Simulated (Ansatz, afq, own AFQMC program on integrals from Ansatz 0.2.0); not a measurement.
# NHS+ (doublet): quantum Monte Carlo beside coupled cluster, cc-pVDZ, part 1 of 2

How near does AFQMC come to the top of the ladder for NHS+ (doublet)?

Program: Ansatz 0.2.0, Gaussian basis, and an in-house AFQMC program (afq) on its integrals; all values are calculated. Level of theory: cc-pVDZ, frozen cores. These are calculated values, not measurements.

The runs, in order: PBE (unrestricted); r2SCAN (unrestricted); PBE0 (unrestricted); B3LYP (unrestricted); wB97M-V (unrestricted); B2PLYP (unrestricted); CCSD(T) on UHF; CCSDT(Q) on UHF; CCSD(T) on UHF; MP2 on UHF; Phaseless AFQMC, single-determinant trial on UHF; Free-projection AFQMC, CISD trial on UHF; CCSD(T) on ROHF; CCSDT(Q) on ROHF; Phaseless AFQMC, CISD trial on ROHF; Phaseless AFQMC, single-determinant trial on ROHF; Free-projection AFQMC, CISD trial on ROHF.

2 further runs of the same task are left out: 2 that didn't finish.

## (1) The geometry

The geometry is a PBE0/def2-TZVP stationary point (not a proven minimum) of the parent state, kept for this charge and spin.

3 atoms, charge 1, spin multiplicity 2.

Atoms are counted from 1 here; the program's logs count them from 0.

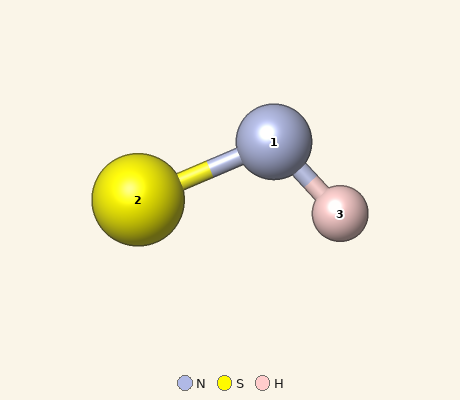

The structure; nitrogen light blue, sulfur yellow, hydrogen pink; atoms are numbered from 1 in the order of the file.

## (2) PBE (unrestricted)

Input file in.yaml:

```yaml
crystal:
  periodic: [false, false, false]
  atoms:
    - {symbol: N, position_ang: [0.000000, -0.127563, 1.043850]}
    - {symbol: S, position_ang: [0.000000, 0.030547, -0.502691]}
    - {symbol: H, position_ang: [0.000000, 0.800886, 1.486090]}
basis:
  gaussian: {orbitals: cc-pVDZ}
total_charge: 1
magnetization: {spin_polarized: true, initial_magnetization: 1}
hamiltonian: {xc: {name: PBE}}
output: {orbitals: {seedname: orbitals}}
```

Command:

```sh
$ ansatz run in.yaml --threads 1 --pin off --events-out ev --progress --plain --max-ram 1843MiB
```

What it wrote:

```text
Functional definition: PBE
  name "PBE"
  cite "Perdew, Burke & Ernzerhof, Phys. Rev. Lett. 77, 3865 (1996) doi:10.1103/PhysRevLett.77.3865"
  parent pbe
  parameter kappa = 0.804
  parameter beta = 0.06672455060314922
  exchange = pbe_x(kappa = kappa, mu = beta*pi^2/3)
  correlation = pbe_c(beta = beta)
374 factors; integrals over basis functions are off by at most 1.1e-3 eV
mean field evaluation 1: about -12302.5376 eV, gradient 6.9e1 eV
mean field evaluation 2: about -12210.2989 eV, gradient 1.2e2 eV
mean field evaluation 4: about -12322.7493 eV, gradient 1.7e1 eV
mean field evaluation 8: about -12324.3539 eV, gradient 2.2e-1 eV
mean field evaluation 16: about -12324.3541 eV, gradient 7.7e-5 eV
mean field -12324.35414981 eV, -452.9116612582 hartree, gradient 7.7e-5 eV, S^2 0.752389; 3 other end points of the search recorded, 0 dependent functions left out
reference -12324.35416877 eV, -452.9116619551 hartree; 12, 11 occupied and 25, 26 virtual orbitals, 374 factors
Total energy: -12324.35416877 eV, -452.9116619551 hartree
```

Wall time 1.1 s (1 thread of Arm Neoverse V2, shared host); peak memory 0.28 GiB.

From the report: ⟨S²⟩ of the determinant 0.752 (pure doublet: 0.75).

## (3) r2SCAN (unrestricted)

Changes to in.yaml since step 2:

```diff
@@ -10,3 +10,2 @@
 magnetization: {spin_polarized: true, initial_magnetization: 1}
-hamiltonian: {xc: {name: PBE}}
-output: {orbitals: {seedname: orbitals}}
+hamiltonian: {xc: {name: r2SCAN}}
```

The command is unchanged.

What it wrote (excerpt; [...] marks lines left out):

```text
Functional definition: r2SCAN
  name "r2SCAN"
  cite "Furness, Kaplan, Ning, Perdew & Sun, J. Phys. Chem. Lett. 11, 8208 (2020) doi:10.1021/acs.jpclett.0c02405"
  cite "Furness, Kaplan, Ning, Perdew & Sun, J. Phys. Chem. Lett. 11, 9248 (2020) doi:10.1021/acs.jpclett.0c03077"
  parent r2scan
[...]
374 factors; integrals over basis functions are off by at most 1.1e-3 eV
[...]
mean field -12328.90370811 eV, -453.0788544419 hartree, gradient 1.9e-5 eV, S^2 0.757407; 5 other end points of the search recorded, 0 dependent functions left out
reference -12328.90371346 eV, -453.0788546385 hartree; 12, 11 occupied and 25, 26 virtual orbitals, 374 factors
Total energy: -12328.90371346 eV, -453.0788546385 hartree
```

Run time: 3.1 s. Hardware: 1 thread of Arm Neoverse V2, shared host; peak memory 0.28 GiB.

From the report: ⟨S²⟩ of the determinant 0.757 (pure doublet: 0.75).

## (4) PBE0 (unrestricted)

Changes to in.yaml since step 3:

```diff
@@ -10,2 +10,3 @@
 magnetization: {spin_polarized: true, initial_magnetization: 1}
-hamiltonian: {xc: {name: r2SCAN}}
+hamiltonian: {xc: {name: PBE0}}
+output: {orbitals: {seedname: orbitals}}
```

The command is unchanged.

What it wrote (excerpt; [...] marks lines left out):

```text
Functional definition: PBE0
  name "PBE0"
  cite "Adamo & Barone, J. Chem. Phys. 110, 6158 (1999) doi:10.1063/1.478522"
  cite "Perdew, Burke & Ernzerhof, Phys. Rev. Lett. 77, 3865 (1996) doi:10.1103/PhysRevLett.77.3865"
  parent pbe
[...]
374 factors; integrals over basis functions are off by at most 1.1e-3 eV
[...]
mean field -12324.89348372 eV, -452.9314814137 hartree, gradient 4.8e-5 eV, S^2 0.758249; 3 other end points of the search recorded, 0 dependent functions left out
reference -12324.89349801 eV, -452.9314819389 hartree; 12, 11 occupied and 25, 26 virtual orbitals, 374 factors
Total energy: -12324.89349801 eV, -452.9314819389 hartree
```

Wall time 1.4 s (1 thread of Arm Neoverse V2, shared host); peak memory 0.28 GiB.

From the report: ⟨S²⟩ of the determinant 0.758 (pure doublet: 0.75).

## (5) B3LYP (unrestricted)

Changes to in.yaml since step 4:

```diff
@@ -10,3 +10,2 @@
 magnetization: {spin_polarized: true, initial_magnetization: 1}
-hamiltonian: {xc: {name: PBE0}}
-output: {orbitals: {seedname: orbitals}}
+hamiltonian: {xc: {name: B3LYP}}
```

The command is unchanged.

What it wrote (excerpt; [...] marks lines left out):

```text
Functional definition: B3LYP
  name "B3LYP"
  cite "Stephens, Devlin, Chabalowski & Frisch, J. Phys. Chem. 98, 11623 (1994) doi:10.1021/j100096a001"
  cite "Becke, Phys. Rev. A 38, 3098 (1988) doi:10.1103/PhysRevA.38.3098"
  cite "Lee, Yang & Parr, Phys. Rev. B 37, 785 (1988) doi:10.1103/PhysRevB.37.785"
  cite "Vosko, Wilk & Nusair, Can. J. Phys. 58, 1200 (1980) doi:10.1139/p80-159"
[...]
374 factors; integrals over basis functions are off by at most 1.1e-3 eV
[...]
mean field -12330.90994796 eV, -453.1525823966 hartree, gradient 1.9e-5 eV, S^2 0.754432; 3 other end points of the search recorded, 0 dependent functions left out
reference -12330.91009692 eV, -453.1525878707 hartree; 12, 11 occupied and 25, 26 virtual orbitals, 374 factors
Total energy: -12330.91009692 eV, -453.1525878707 hartree
```

Wall time 1.1 s (1 thread of Arm Neoverse V2, shared host); peak memory 0.28 GiB.

From the report: ⟨S²⟩ of the determinant 0.754 (pure doublet: 0.75).

## (6) wB97M-V (unrestricted)

Changes to in.yaml since step 5:

```diff
@@ -10,2 +10,3 @@
 magnetization: {spin_polarized: true, initial_magnetization: 1}
-hamiltonian: {xc: {name: B3LYP}}
+hamiltonian: {xc: {name: wB97M-V}}
+output: {orbitals: {seedname: orbitals}}
```

The command is unchanged.

What it wrote (excerpt; [...] marks lines left out):

```text
Functional definition: wB97M-V
  name "wB97M-V"
  cite "Mardirossian & Head-Gordon, J. Chem. Phys. 144, 214110 (2016) doi:10.1063/1.4952647"
  cite "Becke, J. Chem. Phys. 107, 8554 (1997) doi:10.1063/1.475007"
  cite "Vydrov & Van Voorhis, J. Chem. Phys. 133, 244103 (2010) doi:10.1063/1.3521275"
  # Of w^i u^j: cxij and so on, Table III.
[...]
  gx(w, u) = 1 - cx + cx01*u + cx10*w
  gss(w, u) = css00 + css04*u^4 + css10*w + css20*w^2 + css43*w^4*u^3
  gos(w, u) = cos00 + cos10*w + (cos20 + cos21*u)*w^2 + (cos60 + cos61*u)*w^6
[...]
      + integral(e_c_pw_mod_opposite_spin*gos(b97_w_opposite, b97_u_opposite)) + vv10(b, c)
374 factors; integrals over basis functions are off by at most 1.1e-3 eV
101 factors; integrals over basis functions are off by at most 2.3e-6 eV
[...]
mean field -12329.37262098 eV, -453.0960866721 hartree, gradient 6.6e-5 eV, S^2 0.754029; 1 other end points of the search recorded, 0 dependent functions left out
reference -12329.37264235 eV, -453.0960874575 hartree; 12, 11 occupied and 25, 26 virtual orbitals, 374 factors
Total energy: -12329.37264235 eV, -453.0960874575 hartree
```

Wall time 4.2 s (1 thread of Arm Neoverse V2, shared host); peak memory 0.28 GiB.

From the report: ⟨S²⟩ of the determinant 0.754 (pure doublet: 0.75).

## (7) B2PLYP (unrestricted)

Changes to in.yaml since step 6:

```diff
@@ -10,3 +10,3 @@
 magnetization: {spin_polarized: true, initial_magnetization: 1}
-hamiltonian: {xc: {name: wB97M-V}}
-output: {orbitals: {seedname: orbitals}}
+hamiltonian: {xc: {name: B2PLYP}}
+correlation: {electrons: outside_noble_gas}
```

Same command.

What it wrote (excerpt; [...] marks lines left out):

```text
Functional definition: B2PLYP
  name "B2PLYP"
  cite "Grimme, J. Chem. Phys. 124, 034108 (2006) doi:10.1063/1.2148954"
  cite "Becke, Phys. Rev. A 38, 3098 (1988) doi:10.1103/PhysRevA.38.3098"
  cite "Lee, Yang & Parr, Phys. Rev. B 37, 785 (1988) doi:10.1103/PhysRevB.37.785"
[...]
374 factors; integrals over basis functions are off by at most 1.1e-3 eV
[...]
mean field -12322.77747397 eV, -452.8537194898 hartree, gradient 2.7e-6 eV, S^2 0.884136; 5 other end points of the search recorded, 0 dependent functions left out
6 core orbitals not correlated: weight in the atoms' cores, before any rotation towards them, 1.000 or more for the frozen orbitals, at most 0.000 for the correlated occupied ones
reference -12322.77757009 eV, -452.8537230223 hartree; 6, 5 occupied and 25, 26 virtual orbitals, 374 factors
second order -9.74913293 eV of doubles, -0.00000000 eV of singles
Total energy: -12325.40983598 eV, -452.9504570095 hartree
```

Run time: 2.5 s. Hardware: 1 thread of Arm Neoverse V2, shared host; peak memory 0.28 GiB.

From the report: ⟨S²⟩ of the determinant 0.884 (pure doublet: 0.75).

## (8) CCSD(T) on UHF

Changes to in.yaml since step 7:

```diff
@@ -10,3 +10,2 @@
 magnetization: {spin_polarized: true, initial_magnetization: 1}
-hamiltonian: {xc: {name: B2PLYP}}
-correlation: {electrons: outside_noble_gas}
+correlation: {method: ccsd_t, electrons: outside_noble_gas, hamiltonian_folder: ham}
```

Launched as before.

What it wrote (excerpt; [...] marks lines left out):

```text
Functional definition: HF
  name "HF"
  cite "Fock, Z. Phys. 61, 126 (1930) doi:10.1007/BF01340294"
  parent pbe
[...]
374 factors; integrals over basis functions are off by at most 1.1e-3 eV
[...]
mean field -12304.72851228 eV, -452.1904323817 hartree, gradient 1.6e-6 eV, S^2 1.280049; 14 other end points of the search recorded, 0 dependent functions left out
determinant -12304.72851228 eV, -452.1904323817 hartree, with singles and doubles -12312.60133881 eV, -452.4797534202 hartree
determinant -12304.47307499 eV, -452.1810452343 hartree, with singles and doubles -12312.56553059 eV, -452.4784374925 hartree
determinant -12303.52231481 eV, -452.1461054422 hartree, with singles and doubles -12311.18480400 eV, -452.4276967263 hartree
determinant -12303.08865268 eV, -452.1301686529 hartree, with singles and doubles -12311.11772511 eV, -452.4252316224 hartree
[...]
determinant -12304.72851228 eV, -452.1904323817 hartree, with singles and doubles -12312.61989165 eV, -452.4804352247 hartree
determinant -12304.47307499 eV, -452.1810452343 hartree, with singles and doubles -12312.59636134 eV, -452.4795705016 hartree
determinant -12304.28080006 eV, -452.1739792612 hartree, with singles and doubles -12312.63491202 eV, -452.4809872129 hartree
determinant -12304.28080006 eV, -452.1739792612 hartree, with singles and doubles -12312.63549301 eV, -452.4810085640 hartree
6 core orbitals not correlated: weight in the atoms' cores, before any rotation towards them, 1.000 or more for the frozen orbitals, at most 0.000 for the correlated occupied ones
reference -12304.72851228 eV, -452.1904323817 hartree; 6, 5 occupied and 25, 26 virtual orbitals, 374 factors
second order -6.53977102 eV of doubles, -0.00000000 eV of singles
cycle   1  -7.89137802 eV  change    1.4e-6 eV  update   4.3e-6
perturbative correction -0.35905353 eV, -0.0131949737 hartree
Total energy: -12312.97894382 eV, -452.4936301486 hartree
```

Run time: 3.7 s. Hardware: 1 thread of Arm Neoverse V2, shared host; peak memory 0.28 GiB.

From the report: ⟨S²⟩ of the determinant 1.280 (pure doublet: 0.75); correlation -8.2504 eV; T1 0.086; largest double amplitude 0.19. The determinant is far from a pure spin state, so its energy mixes those of several spin states (harmless only where they are near-degenerate, as at dissociation).

This run also writes the integrals to the folder ham.

## (9) CCSDT(Q) on UHF

Changes to in.yaml since step 8:

```diff
@@ -10,2 +10,2 @@
 magnetization: {spin_polarized: true, initial_magnetization: 1}
-correlation: {method: ccsd_t, electrons: outside_noble_gas, hamiltonian_folder: ham}
+correlation: {method: ccsdt_q, electrons: outside_noble_gas}
```

Same command.

What it wrote (excerpt; [...] marks lines left out):

```text
Functional definition: HF
  name "HF"
  cite "Fock, Z. Phys. 61, 126 (1930) doi:10.1007/BF01340294"
  parent pbe
[...]
698 factors; integrals over basis functions are off by at most 2.4e-7 eV
[...]
mean field -12304.72859699 eV, -452.1904354947 hartree, gradient 1.6e-6 eV, S^2 1.280051; 14 other end points of the search recorded, 0 dependent functions left out
determinant -12304.72859699 eV, -452.1904354947 hartree, with singles and doubles -12312.60141028 eV, -452.4797560466 hartree
determinant -12304.47315830 eV, -452.1810482960 hartree, with singles and doubles -12312.56560211 eV, -452.4784401209 hartree
determinant -12303.52239905 eV, -452.1461085380 hartree, with singles and doubles -12311.18488661 eV, -452.4276997620 hartree
determinant -12303.08874246 eV, -452.1301719523 hartree, with singles and doubles -12311.11780449 eV, -452.4252345396 hartree
[...]
determinant -12304.47315830 eV, -452.1810482960 hartree, with singles and doubles -12312.59643647 eV, -452.4795732626 hartree
determinant -12304.28087943 eV, -452.1739821779 hartree, with singles and doubles -12312.63498258 eV, -452.4809898061 hartree
determinant -12304.28087943 eV, -452.1739821779 hartree, with singles and doubles -12312.63556343 eV, -452.4810111517 hartree
6 core orbitals not correlated: weight in the atoms' cores, before any rotation towards them, 1.000 or more for the frozen orbitals, at most 0.000 for the correlated occupied ones
reference -12304.72859699 eV, -452.1904354947 hartree; 6, 5 occupied and 25, 26 virtual orbitals, 698 factors
second order -6.53976783 eV of doubles, -0.00000000 eV of singles
cycle   1  -6.98414840 eV  change   -4.4e-1 eV  update   1.2e-1
[...]
cycle  25  -8.31572457 eV  change    6.7e-7 eV  update   4.3e-7
perturbative correction -0.05688977 eV, -0.0020906603 hartree
Total energy: -12313.10121132 eV, -452.4981233963 hartree
```

It took 16 s on 1 thread of Arm Neoverse V2, shared host; peak memory 0.28 GiB.

From the report: ⟨S²⟩ of the determinant 1.280 (pure doublet: 0.75); correlation -8.3726 eV; T1 0.096; largest double amplitude 0.23. The determinant is far from a pure spin state, so its energy mixes those of several spin states (harmless only where they are near-degenerate, as at dissociation).

## (10) CCSD(T) on UHF

Changes to in.yaml since step 9:

```diff
@@ -7,5 +7,5 @@
 basis:
-  gaussian: {orbitals: cc-pVDZ}
+  gaussian: {orbitals: def2-TZVPP}
 total_charge: 1
 magnetization: {spin_polarized: true, initial_magnetization: 1}
-correlation: {method: ccsdt_q, electrons: outside_noble_gas}
+correlation: {method: ccsd_t, electrons: outside_noble_gas}
```

The command is unchanged.

What it wrote (excerpt; [...] marks lines left out):

```text
Functional definition: HF
  name "HF"
  cite "Fock, Z. Phys. 61, 126 (1930) doi:10.1007/BF01340294"
  parent pbe
[...]
518 factors; integrals over basis functions are off by at most 6.9e-4 eV
[...]
mean field -12305.70185416 eV, -452.2262020360 hartree, gradient 2.8e-6 eV, S^2 1.294756; 14 other end points of the search recorded, 0 dependent functions left out
determinant -12305.70185416 eV, -452.2262020360 hartree, with singles and doubles -12315.27408052 eV, -452.5779748664 hartree
determinant -12305.47792312 eV, -452.2179727221 hartree, with singles and doubles -12315.26142010 eV, -452.5775096046 hartree
determinant -12304.51823116 eV, -452.1827046931 hartree, with singles and doubles -12313.92779780 eV, -452.5284998891 hartree
determinant -12304.10607118 eV, -452.1675580932 hartree, with singles and doubles -12313.85672123 eV, -452.5258878733 hartree
[...]
determinant -12302.67392425 eV, -452.1149276644 hartree, with singles and doubles -12311.38905878 eV, -452.4352029508 hartree
determinant -12305.70185416 eV, -452.2262020360 hartree, with singles and doubles -12315.27602766 eV, -452.5780464227 hartree
determinant -12305.47792312 eV, -452.2179727221 hartree, with singles and doubles -12315.25154622 eV, -452.5771467461 hartree
determinant -12305.25318044 eV, -452.2097135810 hartree, with singles and doubles -12315.36985850 eV, -452.5814946424 hartree
6 core orbitals not correlated: weight in the atoms' cores, before any rotation towards them, 1.000 or more for the frozen orbitals, at most 0.000 for the correlated occupied ones
reference -12305.70185416 eV, -452.2262020360 hartree; 6, 5 occupied and 75, 76 virtual orbitals, 518 factors
second order -8.23491034 eV of doubles, -0.00000000 eV of singles
cycle   1  -9.57417136 eV  change    2.1e-6 eV  update   3.3e-6
perturbative correction -0.56392177 eV, -0.0207237429 hartree
Total energy: -12315.83994729 eV, -452.5987700868 hartree
```

Wall time 20 s (1 thread of Arm Neoverse V2, shared host); peak memory 0.4 GiB.

From the report: ⟨S²⟩ of the determinant 1.295 (pure doublet: 0.75); correlation -10.1381 eV; T1 0.085; largest double amplitude 0.17. The determinant is far from a pure spin state, so its energy mixes those of several spin states (harmless only where they are near-degenerate, as at dissociation).

## (11) MP2 on UHF

Changes to in.yaml since step 10:

```diff
@@ -7,5 +7,5 @@
 basis:
-  gaussian: {orbitals: def2-TZVPP}
+  gaussian: {orbitals: "def2-QZVPP.json"}
 total_charge: 1
 magnetization: {spin_polarized: true, initial_magnetization: 1}
-correlation: {method: ccsd_t, electrons: outside_noble_gas}
+correlation: {method: mp2, electrons: outside_noble_gas}
```

The command is unchanged.

What it wrote (excerpt; [...] marks lines left out):

```text
Functional definition: HF
  name "HF"
  cite "Fock, Z. Phys. 61, 126 (1930) doi:10.1007/BF01340294"
  parent pbe
[...]
949 factors; integrals over basis functions are off by at most 8.9e-4 eV
[...]
mean field -12306.08442372 eV, -452.2402612080 hartree, gradient 2.5e-6 eV, S^2 1.296025; 10 other end points of the search recorded, 0 dependent functions left out
6 core orbitals not correlated: weight in the atoms' cores, before any rotation towards them, 1.000 or more for the frozen orbitals, at most 0.000 for the correlated occupied ones
reference -12306.08442372 eV, -452.2402612080 hartree; 6, 5 occupied and 145, 146 virtual orbitals, 949 factors
second order -8.89191909 eV of doubles, -0.00000000 eV of singles
Total energy: -12314.97634281 eV, -452.5670332074 hartree
```

It took 13 s on 1 thread of Arm Neoverse V2, shared host; peak memory 0.28 GiB.

From the report: ⟨S²⟩ of the determinant 1.296 (pure doublet: 0.75). The determinant is far from a pure spin state, so its energy mixes those of several spin states (harmless only where they are near-degenerate, as at dissociation).

## (12) Phaseless AFQMC, single-determinant trial on UHF

It reads the integrals that the CCSD(T) run on this determinant wrote.

Command:

```sh
$ afq ham --method phaseless --trial hf --walkers 120 --populations 1 --least-time 40 --time-step 0.005 --steps-per-block 20 --equilibration-blocks 112 --max-blocks 600 --target-error 0.0012000000000000001 --factor-cut 1e-05 --start spin_pure --seed 1219 --taylor-order 6
```

What it wrote:

```text
orbitals 31  electrons 6 5  factors 235 of 374
reference energy -452.19043238 Eh
CCSD correlation -0.29000302 Eh in 16 cycles, weight of the determinant in the CISD state 0.7234
energy of the start -452.204611 Eh
 block  time / (1/Eh)  mean weight  energy / Eh
     1     0.100  1.0022  -452.266602
     2     0.200  1.0014  -452.314604
     3     0.300  0.9998  -452.361399
     4     0.400  1.0013  -452.386740
     5     0.500  0.9999  -452.395950
     6     0.600  1.0010  -452.420267
     7     0.700  1.0020  -452.437055
     8     0.800  0.9995  -452.452258
     9     0.900  1.0013  -452.434281
    10     1.000  1.0012  -452.463298
    18     1.800  0.9994  -452.496797
    35     3.500  1.0010  -452.476588
    52     5.200  1.0007  -452.520477
    69     6.900  0.9979  -452.494342
    86     8.600  0.9996  -452.477157
   103    10.300  0.9992  -452.510544
   120    12.000  0.9993  -452.480131
   137    13.700  0.9990  -452.493853
   154    15.400  1.0003  -452.462967
   171    17.100  1.0013  -452.472990
   188    18.800  0.9995  -452.505209
   205    20.500  1.0004  -452.488882
   222    22.200  0.9975  -452.493477
   239    23.900  0.9986  -452.472169
   256    25.600  0.9988  -452.481891
   273    27.300  0.9992  -452.521836
   290    29.000  0.9982  -452.515106
   307    30.700  0.9979  -452.524121
   324    32.400  1.0015  -452.512180
   341    34.100  0.9994  -452.461044
   358    35.800  0.9980  -452.520942
   375    37.500  1.0031  -452.526245
   392    39.200  0.9966  -452.482002
   409    40.900  1.0000  -452.512517
   426    42.600  0.9994  -452.506923
   443    44.300  1.0008  -452.508770
   460    46.000  0.9995  -452.494485
   477    47.700  1.0010  -452.526231
   494    49.400  1.0001  -452.549538
   511    51.100  0.9995  -452.481962
   528    52.800  1.0003  -452.497114
   545    54.500  1.0005  -452.500045
   562    56.200  1.0009  -452.480956
   579    57.900  0.9967  -452.474358
   596    59.600  1.0012  -452.480128
   613    61.300  0.9980  -452.463912
   630    63.000  1.0001  -452.498961
   647    64.700  0.9991  -452.521979
   664    66.400  1.0020  -452.547240
   681    68.100  1.0024  -452.505147
   698    69.800  1.0022  -452.525915
blocks merged  error / Eh  count
     1  0.000983  600
     2  0.001291  300
     4  0.001683  150
     8  0.002063  75
    16  0.002314  37
    32  0.001477  18
    64  0.001166  9
energy -452.497763 +/- 0.002314 Eh
```

It took 2.8 min on 1 thread of Arm Neoverse V2, shared host; peak memory 0.28 GiB.

Energy -12313.0914 ± 0.0630 eV. Caveats: constraint bias not in the error; error above the target.

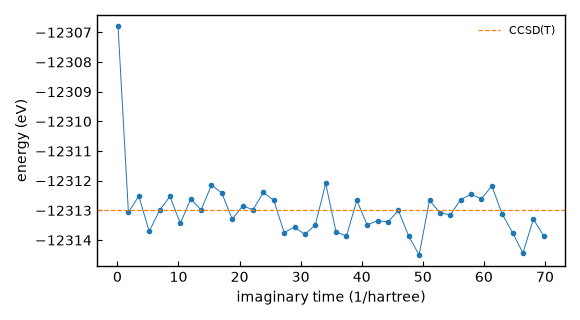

Block energies along the walk.

(Continued in part 2 of 2.)
